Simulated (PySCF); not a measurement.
# Cl2HSi(SH): NMR shifts at several levels of theory, part 2 of 2

PySCF 2.14.0. Atoms count from 0. Earlier steps stand in the parts before.

### 11 Shielding tensors: PBE0/6-31G*

What the job is given:

```
{"job": {"kind": "nmr", "xc": "PBE0", "basis": "6-31G*", "pop": true}, "charge": 0, "multiplicity": 1}
S      1.294218    -0.961795    -0.624870
Si    -0.425593     0.045540     0.107957
Cl    -2.021604    -0.928094    -0.727812
Cl    -0.452480     2.019943    -0.464049
H      2.150913    -0.187975     0.081008
H     -0.539194     0.016350     1.584606
```

With the program's defaults for keys left out, this is: GIAO PBE0/6-31G* NMR shielding, non-relativistic, gas phase.

Standard output:

```text
coarse grid: 7736 points
cycle   1  E = -1608.7763215136  dE =  3.650e-01  |g| = 3.784e-01  |ddm| = 2.442e+00
cycle   2  E = -1608.7567593140  dE =  1.956e-02  |g| = 4.646e-01  |ddm| = 1.202e+00
cycle   3  E = -1608.8250033008  dE = -6.824e-02  |g| = 3.141e-02  |ddm| = 6.724e-01
cycle   4  E = -1608.8252969725  dE = -2.937e-04  |g| = 9.530e-03  |ddm| = 5.508e-02
cycle   5  E = -1608.8253272652  dE = -3.029e-05  |g| = 1.354e-03  |ddm| = 1.594e-02
cycle   6  E = -1608.8253278644  dE = -5.992e-07  |g| = 3.582e-04  |ddm| = 2.523e-03
final grid: 57912 points
cycle   7  E = -1608.7689909649  dE = -4.398e-06  |g| = 3.322e-03  |ddm| = 1.592e-02
cycle   8  E = -1608.7689905554  dE =  4.095e-07  |g| = 3.478e-03  |ddm| = 1.110e-02
cycle   9  E = -1608.7689948091  dE = -4.254e-06  |g| = 1.252e-04  |ddm| = 5.828e-03
cycle  10  E = -1608.7689948139  dE = -4.783e-09  |g| = 3.524e-05  |ddm| = 2.218e-04
cycle  11  E = -1608.7689948143  dE = -3.661e-10  |g| = 1.253e-05  |ddm| = 6.323e-05
converged SCF energy = -1608.7689948143

GIAO shielding tensors (ppm)
atom      isotropic    diamagn.    paramagn.     s11        s22        s33       span
  0 S      652.602    1055.825    -403.223    545.612    634.076    778.119    232.507
  1 Si     366.991     877.410    -510.419    318.402    384.392    398.178     79.776
  2 Cl     885.532    1146.809    -261.277    774.673    883.479    998.444    223.772
  3 Cl     824.852    1147.241    -322.389    718.866    797.041    958.649    239.782
  4 H       31.186      29.458       1.728     24.059     28.272     41.226     17.167
  5 H       25.762      27.697      -1.935     22.640     23.114     31.533      8.893
```

Run time: 3.3 s. Hardware: 1 thread, shared host.

This run: δ S0 -107, Si1 51.1, Cl2 75, H5 6.20, H4 0.78 ppm (means over like atoms).

### 12 Nuclear shieldings: PBE0/6-311+G(2d,p)

Settings changed since step 11:

```diff
@@ -1,2 +1,2 @@
-{"job": {"kind": "nmr", "xc": "PBE0", "basis": "6-31G*", "pop": true}, "charge": 0, "multiplicity": 1}
+{"job": {"kind": "nmr", "xc": "PBE0", "basis": "6-311+G(2d,p)", "pop": true}, "charge": 0, "multiplicity": 1}
 S      1.294218    -0.961795    -0.624870
```

With the program's defaults for keys left out, this is: GIAO PBE0/6-311+G(2d,p) NMR shielding, non-relativistic, gas phase.

Standard output:

```text
coarse grid: 7736 points
cycle   1  E = -1608.8435360053  dE =  2.738e-01  |g| = 3.984e-01  |ddm| = 2.126e+00
cycle   2  E = -1608.8243184874  dE =  1.922e-02  |g| = 4.635e-01  |ddm| = 8.134e-01
cycle   3  E = -1608.8791519446  dE = -5.483e-02  |g| = 6.414e-02  |ddm| = 4.799e-01
cycle   4  E = -1608.8800911064  dE = -9.392e-04  |g| = 2.240e-02  |ddm| = 7.567e-02
cycle   5  E = -1608.8802299775  dE = -1.389e-04  |g| = 3.714e-03  |ddm| = 2.564e-02
cycle   6  E = -1608.8802331034  dE = -3.126e-06  |g| = 1.088e-03  |ddm| = 5.297e-03
final grid: 57912 points
cycle   7  E = -1608.9029518621  dE = -1.834e-05  |g| = 5.118e-03  |ddm| = 1.606e-02
cycle   8  E = -1608.9029512402  dE =  6.219e-07  |g| = 4.826e-03  |ddm| = 9.533e-03
cycle   9  E = -1608.9029563461  dE = -5.106e-06  |g| = 3.685e-04  |ddm| = 5.515e-03
cycle  10  E = -1608.9029563891  dE = -4.308e-08  |g| = 7.225e-05  |ddm| = 5.684e-04
cycle  11  E = -1608.9029563905  dE = -1.315e-09  |g| = 2.273e-05  |ddm| = 1.119e-04
cycle  12  E = -1608.9029563906  dE = -1.351e-10  |g| = 6.965e-06  |ddm| = 3.029e-05
converged SCF energy = -1608.9029563906

GIAO shielding tensors (ppm)
atom      isotropic    diamagn.    paramagn.     s11        s22        s33       span
  0 S      623.319    1056.578    -433.260    497.928    605.513    766.514    268.586
  1 Si     322.037     878.516    -556.480    275.323    337.723    353.065     77.742
  2 Cl     842.691    1147.276    -304.585    720.202    822.804    985.068    264.866
  3 Cl     784.752    1147.708    -362.957    665.121    736.015    953.118    287.997
  4 H       30.300      29.121       1.178     23.113     27.401     40.386     17.273
  5 H       24.684      28.625      -3.942     21.592     22.241     30.219      8.627
```

Run time: 6.9 s. Hardware: 1 thread, shared host.

Key values: δ S0 -116, Si1 22.4, Cl2 134, H5 6.83, H4 1.21 ppm (means over like atoms).

### 13 Nuclear shieldings: PBE0/def2-SVP

Settings changed since step 12:

```diff
@@ -1,2 +1,2 @@
-{"job": {"kind": "nmr", "xc": "PBE0", "basis": "6-311+G(2d,p)", "pop": true}, "charge": 0, "multiplicity": 1}
+{"job": {"kind": "nmr", "xc": "PBE0", "basis": "def2-SVP", "pop": true}, "charge": 0, "multiplicity": 1}
 S      1.294218    -0.961795    -0.624870
```

With the program's defaults for keys left out, this is: GIAO PBE0/def2-SVP NMR shielding, non-relativistic, gas phase.

Standard output:

```text
coarse grid: 7736 points
cycle   1  E = -1608.1439914770  dE =  2.935e-01  |g| = 3.705e-01  |ddm| = 2.482e+00
cycle   2  E = -1608.1219217870  dE =  2.207e-02  |g| = 4.660e-01  |ddm| = 1.078e+00
cycle   3  E = -1608.1865030873  dE = -6.458e-02  |g| = 3.523e-02  |ddm| = 6.186e-01
cycle   4  E = -1608.1868604024  dE = -3.573e-04  |g| = 9.991e-03  |ddm| = 5.116e-02
cycle   5  E = -1608.1868917321  dE = -3.133e-05  |g| = 1.781e-03  |ddm| = 1.474e-02
cycle   6  E = -1608.1868927380  dE = -1.006e-06  |g| = 4.118e-04  |ddm| = 2.636e-03
final grid: 57912 points
cycle   7  E = -1608.3468377467  dE = -7.507e-06  |g| = 3.275e-03  |ddm| = 1.646e-02
cycle   8  E = -1608.3468377585  dE = -1.181e-08  |g| = 3.204e-03  |ddm| = 9.909e-03
cycle   9  E = -1608.3468409306  dE = -3.172e-06  |g| = 1.556e-04  |ddm| = 5.153e-03
cycle  10  E = -1608.3468409382  dE = -7.638e-09  |g| = 4.824e-05  |ddm| = 2.567e-04
cycle  11  E = -1608.3468409388  dE = -6.335e-10  |g| = 1.690e-05  |ddm| = 7.625e-05
converged SCF energy = -1608.3468409388

GIAO shielding tensors (ppm)
atom      isotropic    diamagn.    paramagn.     s11        s22        s33       span
  0 S      690.090    1055.418    -365.327    591.393    667.436    811.442    220.050
  1 Si     374.167     878.062    -503.895    325.894    393.284    403.323     77.430
  2 Cl     897.529    1146.509    -248.980    793.156    900.083    999.348    206.192
  3 Cl     842.290    1147.032    -304.741    742.501    819.284    965.086    222.584
  4 H       30.587      29.708       0.879     23.125     27.533     41.103     17.978
  5 H       24.929      28.100      -3.170     21.602     22.219     30.967      9.365
```

It took 2.8 s on 1 thread, shared host.

In short: δ S0 -123, Si1 33.0, Cl2 98, H5 6.41, H4 0.76 ppm (means over like atoms).

### 14 Shielding tensors: PBE0/def2-TZVP

Settings changed since step 13:

```diff
@@ -1,2 +1,2 @@
-{"job": {"kind": "nmr", "xc": "PBE0", "basis": "def2-SVP", "pop": true}, "charge": 0, "multiplicity": 1}
+{"job": {"kind": "nmr", "xc": "PBE0", "basis": "def2-TZVP", "pop": true}, "charge": 0, "multiplicity": 1}
 S      1.294218    -0.961795    -0.624870
```

Level: GIAO PBE0/def2-TZVP NMR shielding, non-relativistic, gas phase.

Standard output:

```text
coarse grid: 7736 points
cycle   1  E = -1608.8736292574  dE =  3.152e-01  |g| = 3.603e-01  |ddm| = 2.033e+00
cycle   2  E = -1608.8552424934  dE =  1.839e-02  |g| = 4.554e-01  |ddm| = 6.848e-01
cycle   3  E = -1608.9079280658  dE = -5.269e-02  |g| = 5.476e-02  |ddm| = 3.820e-01
cycle   4  E = -1608.9085878416  dE = -6.598e-04  |g| = 2.035e-02  |ddm| = 5.330e-02
cycle   5  E = -1608.9086952626  dE = -1.074e-04  |g| = 3.267e-03  |ddm| = 1.812e-02
cycle   6  E = -1608.9086977312  dE = -2.469e-06  |g| = 1.341e-03  |ddm| = 3.306e-03
final grid: 57912 points
cycle   7  E = -1608.9111223596  dE = -1.771e-05  |g| = 5.612e-03  |ddm| = 1.611e-02
cycle   8  E = -1608.9111220054  dE =  3.542e-07  |g| = 4.876e-03  |ddm| = 7.926e-03
cycle   9  E = -1608.9111268843  dE = -4.879e-06  |g| = 4.686e-04  |ddm| = 4.640e-03
cycle  10  E = -1608.9111269558  dE = -7.157e-08  |g| = 8.119e-05  |ddm| = 5.092e-04
cycle  11  E = -1608.9111269574  dE = -1.569e-09  |g| = 2.079e-05  |ddm| = 6.710e-05
cycle  12  E = -1608.9111269575  dE = -1.028e-10  |g| = 8.499e-06  |ddm| = 2.173e-05
converged SCF energy = -1608.9111269575

GIAO shielding tensors (ppm)
atom      isotropic    diamagn.    paramagn.     s11        s22        s33       span
  0 S      620.065    1055.860    -435.795    496.782    598.823    764.591    267.809
  1 Si     313.836     875.992    -562.157    267.514    329.545    344.449     76.935
  2 Cl     844.756    1147.169    -302.413    725.504    827.838    980.925    255.421
  3 Cl     787.080    1147.504    -360.425    671.765    741.648    947.827    276.062
  4 H       30.275      29.282       0.994     23.219     27.255     40.351     17.133
  5 H       24.735      27.474      -2.738     21.688     22.289     30.230      8.542
```

Run time: 7.7 s. Hardware: 1 thread, shared host.

This run: δ S0 -128, Si1 17.7, Cl2 117, H5 6.75, H4 1.21 ppm (means over like atoms).

### 15 Comparing the runs: NMR shifts

Shifts (ppm), means over like atoms, with basis size and wall time:

```
               run    H5     H4    S0   Si1   Cl2  functions   time
     WP04/pcSseg-2  5.79   0.80  -116  17.5    78        200    9 s
    B97-2/pcSseg-2  6.30   1.16  -125  17.3   107        200  8.8 s
BHandHLYP/pcSseg-2  6.01   1.12  -131  16.2    91        200  8.6 s
CAM-B3LYP/pcSseg-2  6.19   1.11  -121  20.4   112        200   12 s
  wB97X-D/pcSseg-2  6.19   1.13  -132  19.7   105        200   12 s
  LC-wPBE/pcSseg-2  6.00   1.17  -151  21.2    92        200   15 s
       PBE0/STO-3G  3.98  -0.73  -231  33.5  -120         38  1.3 s
        PBE0/6-31G  6.11   0.64  -128  80.7    62         56  2.6 s
       PBE0/6-31G*  6.20   0.78  -107  51.1    75         76  3.3 s
PBE0/6-311+G(2d,p)  6.83   1.21  -116  22.4   134        152  6.9 s
     PBE0/def2-SVP  6.41   0.76  -123  33.0    98         82  2.8 s
    PBE0/def2-TZVP  6.75   1.21  -128  17.7   117        160  7.7 s
          measured     –      –     –   1.9     –          –      –
```

Measured: solution; U. Herzog, Habilitationsschrift, TU Bergakademie Freiberg, 2002/2003.

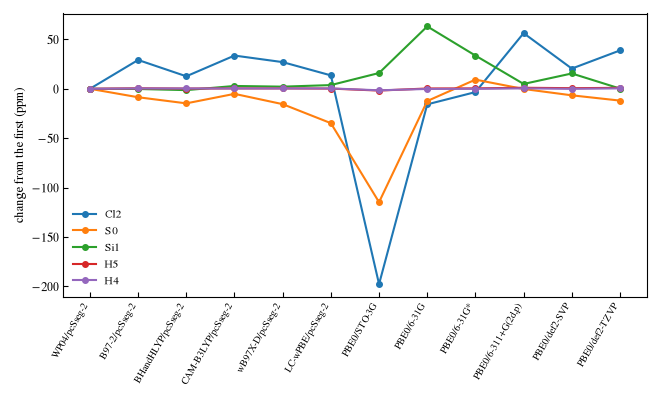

How the tabulated atoms move from run to run.

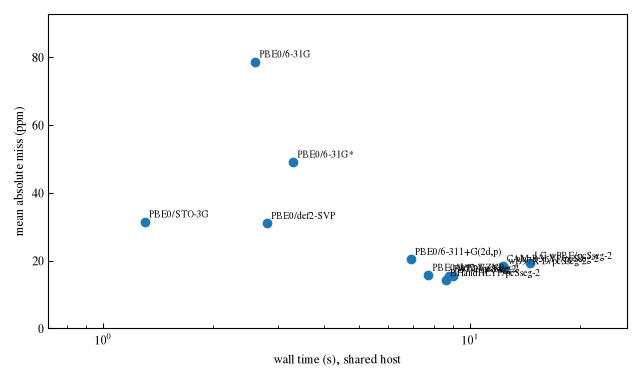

Cost against miss for the one measured ²⁹Si shift.

### 16 Outcome

What follows sums up all 2 parts.

| quantity | value |
| --- | --- |
| point group | C1 |
| rotational constants (main isotopes) | 2.46, 2.31, 1.28 GHz |
| ¹H shifts against TMS (WP04/pcSseg-2) | 5.79, 0.80 ppm |
| ³³S shifts against CS2 (WP04/pcSseg-2) | -116 ppm |
| ²⁹Si shifts against TMS (WP04/pcSseg-2) | 17.5 ppm |
| ³⁵Cl shifts against HCl (WP04/pcSseg-2, means over atoms taken as alike) | 78 ppm |
| measured, and computed on the same scale | Si1 δ 1.9, 17.5 ppm |
| range of the shift of Cl2 | -120 to 134 ppm |
| property runs in this session | 12, of which 0 failed and 1 gave unsound results |

In words: Single values in the summary come from the first run of each kind that ended normally (WP04/pcSseg-2), which need not be the best level. Relaxing lowered the energy by 0.095 eV in 8 steps; the close pair that moved most is Si1–Cl2, from 2.002 to 2.048 Å. The one measured ²⁹Si shift is missed by +15.6 ppm (computed less measured, unscaled). Vibration, temperature and solvent are missing from the calculation, so part of the miss against the measured shifts is not the functional's. Across the 12 runs the shift of Cl2 (with its like atoms) moves most, between -120 (PBE0/STO-3G) and 134 ppm (PBE0/6-311+G(2d,p)). A minimal basis is unusable for shieldings, so that end is no result. For the one measured ²⁹Si shift, BHandHLYP/pcSseg-2 misses least (14.2 ppm, 8.6 s) and PBE0/6-31G most (78.7 ppm, 2.6 s); the quickest, PBE0/STO-3G, misses by 31.5 ppm in 1.3 s. One molecule ranks no method: errors cancel, and vibration and temperature are missing from all runs.
